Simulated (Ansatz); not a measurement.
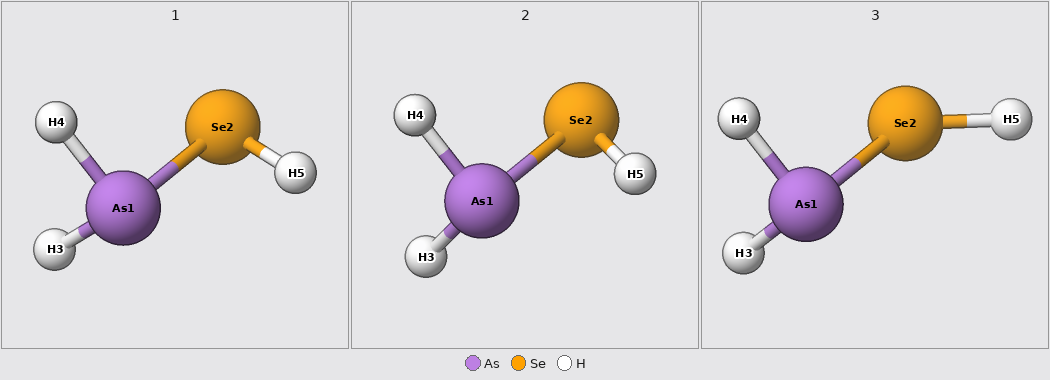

AsH3Se, SMILES [AsH2][SeH]. Coordinates scanned: (1) angle H3–As1–H4; (2) angle H5–Se2–As1. Nothing is relaxed (all other coordinates rigid). Grid: 15 × 15 points. Energies are in eV, from the relaxed molecule at the same level. Method: Ansatz 0.2.0, RKS PBE-D4/def2-SVP.

The numbered pictures are structures from this grid.

Q: Which is the most stable, and how do the others follow?

A: 1, at angle H3–As1–H4 = 90.7°, angle H5–Se2–As1 = 78.7°: 0.10 eV; 2, at angle H3–As1–H4 = 100.7°, angle H5–Se2–As1 = 65.8°: 0.50 eV; 3, at angle H3–As1–H4 = 95.7°, angle H5–Se2–As1 = 130.1°: 0.80 eV.

The map, with the structures marked:

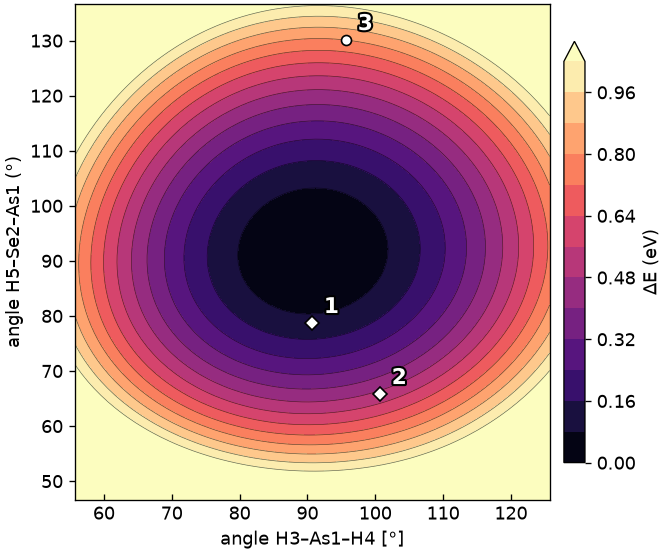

The picture shows filled contours, one colour for all values above the top of the scale. Between grid points the surface is interpolated.
